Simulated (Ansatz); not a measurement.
**C2H6S2 (dimethyl disulfide) at 4 levels**

We compute a comparison of 4 runs (HF/STO-3G, HF/3-21G, PBE0/def2-SVP, PBE/aug-cc-pVDZ) of C2H6S2 (dimethyl disulfide). 

The results are computed with Ansatz 0.2.0.

3 further runs of the same task are left out: 1 for a known fault of the program, 1 that didn't finish, 1 set aside as unsound or not needed.

### 1 Starting point

The species is C2H6S2 (10 atoms), meant as a singlet with charge 0. SMILES: `CSSC`. The coordinates come from a PBE0-D4/def2-TZVP relaxation. This is one conformer, not always the lowest.

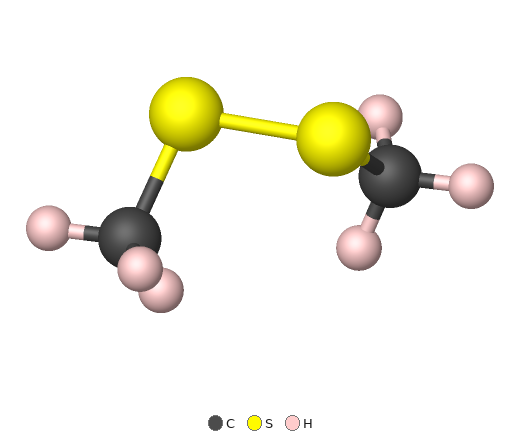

Viewed from a chosen angle; carbon dark grey, sulfur yellow, hydrogen pink.

### 2 Energy and forces at HF/STO-3G (run 1)

Contents of run.yaml:

```yaml
basis:
  gaussian: {orbitals: STO-3G}
crystal:
  periodic: [false, false, false]
  atoms:
    - symbol: C
      position_ang: [-1.051300, 1.501800, -0.317200]
    - symbol: S
      position_ang: [0.740400, 1.356700, -0.153900]
    - symbol: S
      position_ang: [0.967800, -0.119700, 1.216900]
    - symbol: C
      position_ang: [0.915200, -1.624600, 0.221900]
    - symbol: H
      position_ang: [-1.485400, 0.595200, -0.738400]
    - symbol: H
      position_ang: [-1.506100, 1.726500, 0.646700]
    - symbol: H
      position_ang: [-1.228700, 2.332500, -1.004300]
    - symbol: H
      position_ang: [1.095800, -2.452600, 0.911400]
    - symbol: H
      position_ang: [-0.061400, -1.758100, -0.243200]
    - symbol: H
      position_ang: [1.696600, -1.608900, -0.536800]
hamiltonian: {xc: hf}
accuracy: high
output: {forces: true, orbitals: {seedname: orbitals}}
```

Launch:

```
ansatz run run.yaml --threads 1 --pin off --max-ram 2610MiB --events-out events.jsonl --progress --plain --runs-dir runs
```

Output, cut to the lines that bear on the results:

```text
Warning: RAYON_NUM_THREADS=1 ignored (pool sized by the plan → 1); use --threads N
Functional definition: HF
  name "HF"
[...]
681 factors; integrals over basis functions are off by at most 3.7e-8 eV
[...]
mean field -23528.65876995 eV, -864.6622614978 hartree, gradient 5.7e-8 eV, S^2 0.000000; 0 other end points of the search recorded, 0 dependent functions left out
[...]
reference -23528.65876995 eV, -864.6622614978 hartree; 25, 25 occupied and 9, 9 virtual orbitals, 681 factors
Total energy: -23528.65876995 eV, -864.6622614978 hartree
Atom 0 at    -1.051300     1.501800    -0.317200 Å, force     0.434214     0.015615     0.026391 eV/Å
Atom 1 at     0.740400     1.356700    -0.153900 Å, force     0.155934     0.724615    -0.965746 eV/Å
Atom 2 at     0.967800    -0.119700     1.216900 Å, force    -0.069001    -0.658189     1.022384 eV/Å
Atom 3 at     0.915200    -1.624600     0.221900 Å, force     0.039684     0.333300     0.270020 eV/Å
Atom 4 at    -1.485400     0.595200    -0.738400 Å, force    -0.160321     0.211238     0.140006 eV/Å
Atom 5 at    -1.506100     1.726500     0.646700 Å, force    -0.215355    -0.074277    -0.250182 eV/Å
Atom 6 at    -1.228700     2.332500    -1.004300 Å, force    -0.154263    -0.274323     0.245373 eV/Å
Atom 7 at     1.095800    -2.452600     0.911400 Å, force    -0.053481     0.119938    -0.376174 eV/Å
Atom 8 at    -0.061400    -1.758100    -0.243200 Å, force     0.248570    -0.147056    -0.085588 eV/Å
Atom 9 at     1.696600    -1.608900    -0.536800 Å, force    -0.225980    -0.250861    -0.026484 eV/Å
Dipole moment:    -0.185510    -0.136780    -0.116531 e Å
```

Wall time 1.6 s (1 thread of Intel Xeon Platinum 8259CL at 2.50GHz (Skylake/Cascade Lake), shared host).

### 3 Energy and gradient at HF/3-21G (run 2)

Contents of job.yaml:

```yaml
crystal:
  periodic: [false, false, false]
  atoms:
    - {symbol: C, position_ang: [-1.051300, 1.501800, -0.317200]}
    - {symbol: S, position_ang: [0.740400, 1.356700, -0.153900]}
    - {symbol: S, position_ang: [0.967800, -0.119700, 1.216900]}
    - {symbol: C, position_ang: [0.915200, -1.624600, 0.221900]}
    - {symbol: H, position_ang: [-1.485400, 0.595200, -0.738400]}
    - {symbol: H, position_ang: [-1.506100, 1.726500, 0.646700]}
    - {symbol: H, position_ang: [-1.228700, 2.332500, -1.004300]}
    - {symbol: H, position_ang: [1.095800, -2.452600, 0.911400]}
    - {symbol: H, position_ang: [-0.061400, -1.758100, -0.243200]}
    - {symbol: H, position_ang: [1.696600, -1.608900, -0.536800]}
basis:
  gaussian: {orbitals: 3-21G.json}
hamiltonian: {xc: hf}
accuracy: high
output: {forces: true, orbitals: {seedname: orbitals}}
```

The basis set 3-21G is read from a file made from the Basis Set Exchange's data (not shown).

Launch:

```
ansatz run job.yaml --threads 1 --pin off --max-ram 2610MiB --events-out events.jsonl --progress --plain --runs-dir runs
```

Output, cut to the lines that bear on the results:

```text
Warning: RAYON_NUM_THREADS=1 ignored (pool sized by the plan → 1); use --threads N
[... 2 set-up lines as earlier in the session ...]
[...]
1327 factors; integrals over basis functions are off by at most 9.3e-9 eV
[...]
mean field -23670.84938443 eV, -869.8876701998 hartree, gradient 1.6e-8 eV, S^2 0.000000; 0 other end points of the search recorded, 0 dependent functions left out
[...]
reference -23670.84938443 eV, -869.8876701998 hartree; 25, 25 occupied and 31, 31 virtual orbitals, 1327 factors
Total energy: -23670.84938443 eV, -869.8876701998 hartree
Atom 0 at    -1.051300     1.501800    -0.317200 Å, force    -1.926771     0.232903    -0.250781 eV/Å
Atom 1 at     0.740400     1.356700    -0.153900 Å, force     1.166908     2.830196    -2.618388 eV/Å
Atom 2 at     0.967800    -0.119700     1.216900 Å, force     0.493710    -1.604150     3.662842 eV/Å
Atom 3 at     0.915200    -1.624600     0.221900 Å, force    -0.049119    -1.689962    -0.991008 eV/Å
Atom 4 at    -1.485400     0.595200    -0.738400 Å, force     0.142982     0.321609     0.173104 eV/Å
Atom 5 at    -1.506100     1.726500     0.646700 Å, force     0.154392    -0.104061    -0.350395 eV/Å
Atom 6 at    -1.228700     2.332500    -1.004300 Å, force     0.021951    -0.316941     0.268756 eV/Å
Atom 7 at     1.095800    -2.452600     0.911400 Å, force    -0.065320     0.283896    -0.296315 eV/Å
Atom 8 at    -0.061400    -1.758100    -0.243200 Å, force     0.363081     0.050836     0.143949 eV/Å
Atom 9 at     1.696600    -1.608900    -0.536800 Å, force    -0.301814    -0.004327     0.258237 eV/Å
Dipole moment:    -0.404242    -0.298041    -0.253886 e Å
```

It took 2.4 s on 1 thread of Intel Xeon Platinum 8259CL at 2.50GHz (Skylake/Cascade Lake), shared host.

Run 3 isn't shown in full; the table further down has it.

### 4 Energy and gradient at PBE/aug-cc-pVDZ (run 4)

Contents of molecule.yaml:

```yaml
crystal:
  periodic: [false, false, false]
  atoms:
    - {symbol: C, position_ang: [-1.051300, 1.501800, -0.317200]}
    - {symbol: S, position_ang: [0.740400, 1.356700, -0.153900]}
    - {symbol: S, position_ang: [0.967800, -0.119700, 1.216900]}
    - {symbol: C, position_ang: [0.915200, -1.624600, 0.221900]}
    - {symbol: H, position_ang: [-1.485400, 0.595200, -0.738400]}
    - {symbol: H, position_ang: [-1.506100, 1.726500, 0.646700]}
    - {symbol: H, position_ang: [-1.228700, 2.332500, -1.004300]}
    - {symbol: H, position_ang: [1.095800, -2.452600, 0.911400]}
    - {symbol: H, position_ang: [-0.061400, -1.758100, -0.243200]}
    - {symbol: H, position_ang: [1.696600, -1.608900, -0.536800]}
basis:
  gaussian: {orbitals: aug-cc-pVDZ}
hamiltonian: {xc: pbe}
accuracy: high
output: {forces: true, orbitals: {seedname: orbitals}}
```

Launch:

```
ansatz run molecule.yaml --threads 1 --pin off --max-ram 2610MiB --events-out events.jsonl --progress --plain --runs-dir runs
```

Output, cut to the lines that bear on the results:

```text
Warning: RAYON_NUM_THREADS=1 ignored (pool sized by the plan → 1); use --threads N
Functional definition: PBE
  name "PBE"
[...]
3107 factors; integrals over basis functions are off by at most 3.8e-9 eV
[...]
mean field -23830.76421535 eV, -875.7644318419 hartree, gradient 2.6e-8 eV, S^2 0.000000; 0 other end points of the search recorded, 0 dependent functions left out
[...]
reference -23830.76422341 eV, -875.7644321381 hartree; 25, 25 occupied and 129, 129 virtual orbitals, 3107 factors
Total energy: -23830.76422341 eV, -875.7644321381 hartree
Atom 0 at    -1.051300     1.501800    -0.317200 Å, force    -0.168937    -0.002583    -0.007643 eV/Å
Atom 1 at     0.740400     1.356700    -0.153900 Å, force     0.541917     0.709250    -0.604141 eV/Å
Atom 2 at     0.967800    -0.119700     1.216900 Å, force     0.165749    -0.186166     1.049914 eV/Å
Atom 3 at     0.915200    -1.624600     0.221900 Å, force    -0.014237    -0.132364    -0.108465 eV/Å
Atom 4 at    -1.485400     0.595200    -0.738400 Å, force    -0.210193    -0.392711    -0.201603 eV/Å
Atom 5 at    -1.506100     1.726500     0.646700 Å, force    -0.218337     0.113689     0.423119 eV/Å
Atom 6 at    -1.228700     2.332500    -1.004300 Å, force    -0.091976     0.358199    -0.297740 eV/Å
Atom 7 at     1.095800    -2.452600     0.911400 Å, force     0.077022    -0.369844     0.288505 eV/Å
Atom 8 at    -0.061400    -1.758100    -0.243200 Å, force    -0.434531    -0.083381    -0.204169 eV/Å
Atom 9 at     1.696600    -1.608900    -0.536800 Å, force     0.353523    -0.014089    -0.337777 eV/Å
Dipole moment:    -0.305898    -0.225555    -0.192118 e Å
```

Run time: 30 s. Hardware: 1 thread of Intel Xeon Platinum 8259CL at 2.50GHz (Skylake/Cascade Lake), shared host; peak memory 0.64 GiB.

### 5 Overview of the runs

| run | level | energy (Eh) | dipole moment (D) | HOMO energy (eV) | LUMO energy (eV) | wall time |
| --- | --- | --- | --- | --- | --- | --- |
| 1 | HF/STO-3G | -864.662261 | 1.24 | -6.76 | 9.77 | 1.6 s |
| 2 | HF/3-21G | -869.887670 | 2.70 | -9.73 | 3.58 | 2.4 s |
| 3 | PBE0/def2-SVP | -875.519824 | 2.09 | -6.64 | 0.21 | 14 s |
| 4 | PBE/aug-cc-pVDZ | -875.764432 | 2.05 | -5.56 | -1.22 | 30 s |

### 6 Outcome

```
                       quantity          value
            run 4: total energy  -875.76443 Eh
           run 4: dipole moment         2.05 D
             run 4: HOMO energy       -5.56 eV
             run 4: LUMO energy       -1.22 eV
           run 4: HOMO–LUMO gap        4.34 eV
run 4: largest force on an atom     1.079 eV/Å
```

**Reading.** The dipole moment (its size) runs from 1.24 D (HF/STO-3G) to 2.70 D (HF/3-21G). The HOMO–LUMO gap runs from 4.34 eV (PBE/aug-cc-pVDZ) to 16.52 eV (HF/STO-3G). The two ends differ in method and basis. Totals of different functionals can't be ranked against each other. In run 1 the basis is minimal, so the values are rough. All runs together took 48 s, the longest 30 s.
